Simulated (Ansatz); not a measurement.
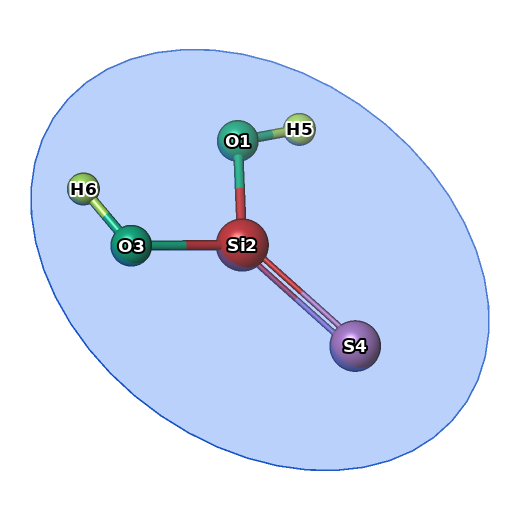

A disc through the centre of mass is drawn in. Distant atoms are faded towards the background colour. Computed geometry: PBE0-D4/def2-TZVP optimisation. No frequency run is at hand to confirm it as a minimum.

Question: Is the plane of the disc a mirror plane of the structure?

Answer: Yes. The reflection leaves O1, Si2, O3, S4, H5, H6 in place. The point group is Cs.
